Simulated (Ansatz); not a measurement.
Se (trigonal-Se type, space group P3_121)

```
Se
1.0
    4.52940     0.00000     0.00000
   -2.26470     3.92257     0.00000
    0.00000     0.00000     5.04244
Se
3
Direct
  0.21841   0.00000   0.83333
  0.00000   0.21841   0.16667
  0.78159   0.78159   0.50000
```

In this cell atom 2 (Se, nearest neighbour Se at 2.400 Å; its periodic images, 4.5 Å or more away, move with it) is moved by s along Cartesian [110], unit vector (0.707, 0.707, 0.000); all other atoms and the cell stay fixed.

The numbers are results of PBE (plane waves to 420 eV, PAW, scalar-relativistic; Ansatz, a program for electronic structure), not measurements. k mesh 7×7×5 (Γ-centred), Fermi-Dirac smearing 0.05 eV. Energies are smeared free energies. As the smearing reaches across the gap at some points, energies and forces of such displacements shift with the k mesh and the smearing. Se was relaxed with its symmetry unable to fall. The PAW data are Ansatz's earlier set. ΔE is measured from the undisplaced structure.

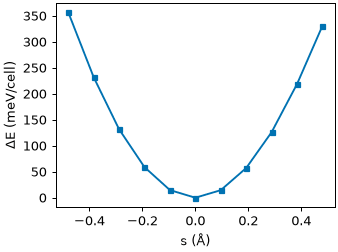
Figure: ΔE (meV/cell) against s (Å); markers are the computed points, lines only join them.

Question: Is the energy the same for displacements of ±0.480 Å, and if not, which side lies higher?

Answer: Not even: the negative side lies higher at ±0.480 Å.

Question: What is the energy change at s = 0.480 Å?

Answer: About 330 meV/cell.

(A displaced cell: forces are minus the slopes of the energy, force constants its curvatures, and phonons follow from these.)
